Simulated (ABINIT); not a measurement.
# Beyond one shot: TaAgO3 (R3c)

How far does self-consistency move the gap of TaAgO3 (R3c)?

Calculated with ABINIT 10.8.3; LDA and many-body steps on it, plane waves.

**Experimental background.**

- Gap 3.36 eV: indirect optical gap from Kubelka-Munk plot; UV-Vis diffuse reflectance; powder (pristine, solid-state reaction at 900 C) (“Fabrication of ILs-Assisted AgTaO3 Nanoparticles for the Water Splitting Reaction: The Effect of ILs on Morphology and Photoactivity”, 2020, pmc:7559565).

### 1. The structure

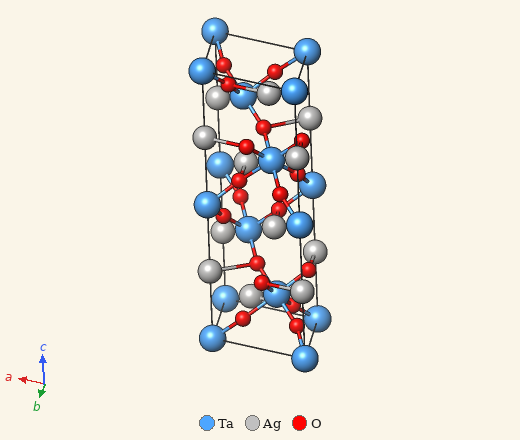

The cell as given, from a free direction (tantalum blue, silver light grey, oxygen red). This picture shows the conventional cell, with its axes. Bonds to atoms that aren't drawn are left out. Some periodic images of atoms are drawn too.

The cell and positions come from the Crystallography Open Database and are kept as given unless a step says otherwise. Spin-orbit coupling is left out unless a step names it.

### 2. Empty states on the mesh, 4×4×4 mesh, 125 bands

This step: ABINIT 10.8.3; DFT, LDA, plane waves, norm-conserving pseudopotentials.

The sums over transitions need many empty states on a uniform mesh; this step solves for them.

Contents of run.abi:

```
acell 3*1.0 Angstrom
rprim 
  2.764050000011 1.595825011582 4.571966666692
  -2.764050000011 1.595825011582 4.571966666692
  -0.000000000000 -3.191650023098 4.571966666716
ntypat 3
znucl 73 47 8
natom 10
typat 1 1 2 2 3 3 3 3 3 3
xred 
  0.000000000000 0.000000000000 0.000000000000
  0.500000000000 0.500000000000 0.500000000000
  0.249200000000 0.249200000000 0.249200000000
  0.749200000000 0.749200000000 0.749200000000
  0.810800000000 0.700900000000 0.241300000000
  0.241300000000 0.810800000000 0.700900000000
  0.700900000000 0.241300000000 0.810800000000
  0.741300000000 0.200900000000 0.310800000000
  0.200900000000 0.310800000000 0.741300000000
  0.310800000000 0.741300000000 0.200900000000
pp_dirpath "pseudos"
pseudos "Ta.upf, Ag.upf, O.upf"
ecut 39
ngkpt 4 4 4
nshiftk 1
shiftk 0 0 0
kptopt 1
chksymbreak 0
iscf -2
irdden 1
istwfk *1
nband 125
nbdbuf 10
tolwfr 1e-09
nstep 60
prtvol 0
indata_prefix "in"
outdata_prefix "out"
tmpdata_prefix "tmp"
```

The run is started by

```
$ OMP_NUM_THREADS=1 mpirun -n 4 abinit run.abi > log
```

Numbers of over 12 decimals in the logs are rounded to 6 here.

Log:

```text
.Version 10.8.3 of ABINIT. v10.8.2 released Aug 2026.

 Symmetries : space group R3 c (#161); Bravais hR (rhombohedral)
[... echo of the input left out ...]
== DATASET  1 ==================================================================
-   mpi_nproc: 4, omp_nthreads: 1 (-1 if OMP is not activated)

--- !DatasetInfo
iteration_state: {dtset: 1, }
dimensions: {natom: 10, nkpt: 13, mband: 125, nsppol: 1, nspinor: 1, nspden: 1, mpw: 9534, }
cutoff_energies: {ecut:  39.0, pawecutdg:  -1.0, }
[...]
1.32850    1.32850    1.37380    1.39493    1.39952    1.39952    1.41920    1.42386
   1.42386    1.46472    1.46472    1.46578    1.48597    1.48597    1.50041    1.51013
   1.51013    1.51474    1.55754    1.58716    1.58940
 prteigrs : prtvol=0 or 1, do not print more k-points.

== END DATASET(S) ==============================================================
================================================================================

 -outvars: echo values of variables after computation  --------
            nband         125
             nkpt          13
          spgroup         161
 [... the other variables as echoed above ...]

 Calculation completed.
```

It took 3.8 min on 4 MPI ranks of Arm Neoverse V1, shared host; peak memory 0.66 GiB.

This step gave:

```
gap                                                           : 1.976 eV
k of the valence top                                          : -0.25, 0.25, 0.25
k of the conduction bottom                                    : 0.5, 0.5, 0
least direct gap                                              : 2.048 eV
k points computed                                             : 13
lowest point of the top converged band, above the valence top : 33.28 eV
```

On this mesh the gap is 1.976 eV.

The density comes from a self-consistent run that is not shown.

### 3. Screening, 4×4×4 mesh, 115 bands, screening to 89.8 eV

The RPA dielectric matrix is built and inverted for each q.

This step: RPA screening on LDA, plane waves, norm-conserving pseudopotentials.

Changes to run.abi since step 2:

```diff
@@ -28,10 +28,11 @@
 chksymbreak 0
-iscf -2
-irdden 1
 istwfk *1
-nband 125
-nbdbuf 10
-tolwfr 1e-09
-nstep 60
-prtvol 0
+occopt 1
+irdwfk 1
+optdriver 3
+nband 115
+ecuteps 3.3
+inclvkb 2
+awtr 1
+symchi 1
 indata_prefix "in"
```

Log:

```text
.Version 10.8.3 of ABINIT. v10.8.2 released Aug 2026.

 Symmetries : space group R3 c (#161); Bravais hR (rhombohedral)
[... echo of the input left out ...]
== DATASET  1 ==================================================================
-   mpi_nproc: 4, omp_nthreads: 1 (-1 if OMP is not activated)

--- !DatasetInfo
iteration_state: {dtset: 1, }
dimensions: {natom: 10, nkpt: 13, mband: 115, nsppol: 1, nspinor: 1, nspden: 1, mpw: 9534, }
cutoff_energies: {ecut:  39.0, pawecutdg:  -1.0, }
electrons: {nelect:   1.00000000E+02, charge:   0.00000000E+00, occopt:   1.00000000E+00, tsmear:   1.00000000E-02, }

 SCREENING: Calculation of the susceptibility and dielectric matrices

 Based on a program developped by R.W. Godby, V. Olevano, G. Onida, and L. Reining.
 Incorporated in ABINIT by V. Olevano, G.-M. Rignanese, and M. Torrent.
.Using double precision arithmetic ; gwpc =  8

[... cell and pseudopotentials left out ...]
--------------------------------------------------------------------------------

 ==== K-mesh for the wavefunctions ====
 Number of points in the irreducible wedge :    13
[... list of points left out ...]
 Together with  6 symmetry operations and time-reversal symmetry
 yields    64 points in the full Brillouin Zone.

 ==== Q-mesh for the screening function ====
 Number of points in the irreducible wedge :    13
[... list of points left out ...]
 Together with  6 symmetry operations and time-reversal symmetry
 yields    64 points in the full Brillouin Zone.

 setmesh: FFT mesh size selected  =    40x   40x   40
          total number of points  =        64000

 vcoul_init : cutoff-mode = AUXILIARY_FUNCTION
 q-points for optical limit:   1
     1)      0.000010    0.000020    0.000030

- screening: taking advantage of time-reversal symmetry
- Maximum band index for partially occupied states nbvw = 50
- Remaining bands to be divided among processors   nbcw = 65
- Number of bands treated by each node ~16

 Number of electrons calculated from density =  100.0000; Expected =  100.0000
 average of density, n =  0.122467
 r_s =    1.2492
 omega_plasma =   33.7571 [eV]

 calculating chi0 at frequencies [eV] :
  1    0.000000E+00    0.000000E+00
  2    0.000000E+00    3.375706E+01

--------------------------------------------------------------------------------
  q-point number  1        q = ( 0.000000, 0.000000, 0.000000) [r.l.u.]
--------------------------------------------------------------------------------
[... chi0 elements left out ...]
 For q-point:  0.000010 0.000020 0.000030
  dielectric constant =   6.7269
  dielectric constant without local fields =   6.9799

  Average fulfillment of the sum rule on Im[epsilon] for q-point    1 :     34.26  [%]
[... wings left out ...]
  q-point number  2        q = ( 0.250000, 0.000000, 0.000000) [r.l.u.]
--------------------------------------------------------------------------------
[... chi0 elements left out ...]
  Average fulfillment of the sum rule on Im[epsilon] for q-point    2 :     47.73  [%]

 [... 11 further q-points ...]
```

It took 10 min on 4 MPI ranks; peak memory 4.9 GiB.

This step gave:

```yaml
eps_infinity_with_local_fields_on_this_mesh_along_the_program_s_q_direction: 6.727
the_same_without_local_fields: 6.980
plasma_frequency: 33.76 eV
plane_waves_in_the_screening_matrix: 259
```

Local fields lower ε∞ by 4 %.

### 4. G0W0

The self-energy is evaluated for the states that the input lists, and the levels follow from it, in one-shot runs by the linearised quasiparticle equation.

This step: G0W0 on LDA, plane waves, norm-conserving pseudopotentials.

Changes to run.abi since step 3:

```diff
@@ -31,8 +31,19 @@
 irdwfk 1
-optdriver 3
+optdriver 4
 nband 115
+gwcalctyp 0
+ecutsigx 39
+symsigma 1
+nkptgw 3
+kptgw 
+  -0.2500000000 0.2500000000 0.2500000000
+  0.5000000000 0.5000000000 0.0000000000
+  0.0000000000 0.0000000000 0.0000000000
+bdgw 
+  49 52
+  49 52
+  49 53
 ecuteps 3.3
-inclvkb 2
-awtr 1
-symchi 1
+irdscr 1
+ppmodel 1
 indata_prefix "in"
```

Log:

```text
.Version 10.8.3 of ABINIT. v10.8.2 released Aug 2026.

 Symmetries : space group R3 c (#161); Bravais hR (rhombohedral)
[... echo of the input left out ...]
== DATASET  1 ==================================================================
-   mpi_nproc: 4, omp_nthreads: 1 (-1 if OMP is not activated)

--- !DatasetInfo
iteration_state: {dtset: 1, }
dimensions: {natom: 10, nkpt: 13, mband: 115, nsppol: 1, nspinor: 1, nspden: 1, mpw: 9534, }
cutoff_energies: {ecut:  39.0, pawecutdg:  -1.0, }
electrons: {nelect:   1.00000000E+02, charge:   0.00000000E+00, occopt:   1.00000000E+00, tsmear:   1.00000000E-02, }

 SIGMA: Calculation of the GW corrections

 Based on a program developped by R.W. Godby, V. Olevano, G. Onida, and L. Reining.
 Incorporated in ABINIT by V. Olevano, G.-M. Rignanese, and M. Torrent.
.Using double precision arithmetic ; gwpc =  8

[... cell and pseudopotentials left out ...]
--------------------------------------------------------------------------------

 ==== K-mesh for the wavefunctions ====
 Number of points in the irreducible wedge :    13
[... list of points left out ...]
 Together with  6 symmetry operations and time-reversal symmetry
 yields    64 points in the full Brillouin Zone.

 ==== Q-mesh for screening function ====
 Number of points in the irreducible wedge :    13
[... list of points left out ...]
 Together with  6 symmetry operations and time-reversal symmetry
 yields    64 points in the full Brillouin Zone.

 vcoul_init : cutoff-mode = AUXILIARY_FUNCTION
 q-points for optical limit:   1
     1)      0.000010    0.000020    0.000030
 setmesh: FFT mesh size selected  =    60x   60x   60
          total number of points  =       216000

 Number of electrons calculated from density =  100.0000; Expected =  100.0000
 average of density, n =  0.122467
 r_s =    1.2492
 omega_plasma =   33.7571 [eV]

 === KS Band Gaps ===
  >>>> For spin  1
   Minimum direct gap =   2.0481 [eV], located at k-point      :   0.5000  0.5000  0.0000
   Fundamental gap    =   1.9763 [eV], Top of valence bands at :  -0.2500  0.2500  0.2500
                                       Bottom of conduction at :   0.5000  0.5000  0.0000
 SIGMA fundamental parameters:
 PLASMON POLE MODEL  1
 number of plane-waves for SigmaX                 9481
 number of plane-waves for SigmaC and W            259
 number of plane-waves for wavefunctions          9481
 number of bands                                   115
 number of independent spin polarizations            1
 number of spinorial components                      1
 number of k-points in IBZ                          13
 number of q-points in IBZ                          13
 number of symmetry operations                       6
 number of k-points in BZ                           64
 number of q-points in BZ                           64
 number of frequencies for dSigma/dE                 9
 frequency step for dSigma/dE [eV]                0.25
 number of omega for Sigma on real axis              0
 max omega for Sigma on real axis  [eV]           0.00
 zcut for avoiding poles [eV]                     0.10

 EPSILON^-1 parameters (SCR file):
 dimension of the eps^-1 matrix on file            259
 dimension of the eps^-1 matrix used               259
 number of plane-waves for wavefunctions          9481
 number of bands                                   115
 number of q-points in IBZ                          13
 number of frequencies                               2
 number of real frequencies                          1
 number of imag frequencies                          1

 matrix elements of self-energy operator (all in [eV])

 Perturbative Calculation

--- !SelfEnergy_ee
iteration_state: {dtset: 1, }
kpoint     : [  -0.250,    0.250,    0.250, ]
spin       : 1
KS_gap     :    2.726
QP_gap     :    4.840
Delta_QP_KS:    2.114
data: !SigmaeeData |
     Band     E0 <VxcDFT>   SigX SigC(E0)      Z dSigC/dE  Sig(E)    E-E0       E
       49   6.419 -22.885 -28.550   5.374   0.791  -0.264 -23.115  -0.230   6.189
       50   6.582 -23.337 -29.095   5.422   0.792  -0.262 -23.603  -0.266   6.316
       51   9.308 -16.095 -10.350  -3.499   0.823  -0.215 -14.247   1.848  11.156
       52  10.507 -16.597 -10.557  -3.682   0.816  -0.226 -14.674   1.923  12.430

--- !SelfEnergy_ee
iteration_state: {dtset: 1, }
kpoint     : [   0.500,    0.500,    0.000, ]
spin       : 1
KS_gap     :    2.048
QP_gap     :    4.170
Delta_QP_KS:    2.122
data: !SigmaeeData |
     Band     E0 <VxcDFT>   SigX SigC(E0)      Z dSigC/dE  Sig(E)    E-E0       E
       49   6.487 -23.212 -28.902   5.348   0.793  -0.261 -23.483  -0.271   6.216
       50   6.510 -23.311 -29.091   5.416   0.793  -0.261 -23.600  -0.289   6.221
[...]
--- !SelfEnergy_ee
iteration_state: {dtset: 1, }
kpoint     : [   0.000,    0.000,    0.000, ]
spin       : 1
KS_gap     :    2.209
QP_gap     :    3.704
Delta_QP_KS:    1.495
data: !SigmaeeData |
     Band     E0 <VxcDFT>   SigX SigC(E0)      Z dSigC/dE  Sig(E)    E-E0       E
[...]
51   8.631 -14.819  -9.749  -3.255   0.833  -0.201 -13.308   1.511  10.142
       52   8.757 -16.237 -10.688  -3.394   0.829  -0.207 -14.451   1.786  10.542
       53   8.757 -16.237 -10.688  -3.394   0.829  -0.207 -14.451   1.786  10.542

== END DATASET(S) ==============================================================
================================================================================

 -outvars: echo values of variables after computation  --------
           etotal      0.0000000000E+00
            nband         115
             nkpt          13
          spgroup         161
 [... the other variables as echoed above ...]

 Calculation completed.
```

Run time: 54 s. Hardware: 4 MPI ranks; peak memory 3.4 GiB.

Numbers from this step:

- G0W0 gap on the points computed: 3.704 eV
- starting gap on the mesh: 1.976 eV
- k of the valence top: 0, 0, 0
- k of the conduction bottom: 0, 0, 0
- Z at the valence top: 0.779
- Z at the conduction bottom: 0.833
- least direct G0W0 gap on the computed points: 3.704 eV

The gap on the mesh goes from 1.98 eV to 3.70 eV, a correction of +1.73 eV.

(Continued in part 2 of 2.)

[Paths, hosts, dates, memory and timing lines, banners, echoed tables and standing remarks are left out of the program output.]

[Logs are printed without paths, hosts, clocks, repeated set-up lines and the standing remarks that a program may print on its own settings, such as how far it seeks lower states.]

[Runs of the session that timed out or met a known fault of the program may be left out.]

[Hosts, paths, dates, database ids (printed as entryN), source tags and the programs' standing remarks are cut or masked in the printed files.]

[G0W0 gaps are taken among the corrected bands and points alone; a level outside them can change the order at an edge.]

[Where Ansatz stands beside ABINIT at settings called matched, ABINIT's density can come from a denser mesh and the files from another edition; pairs whose starting gaps differed by over 0.03 eV were left out, so agreement reads better than it is.]
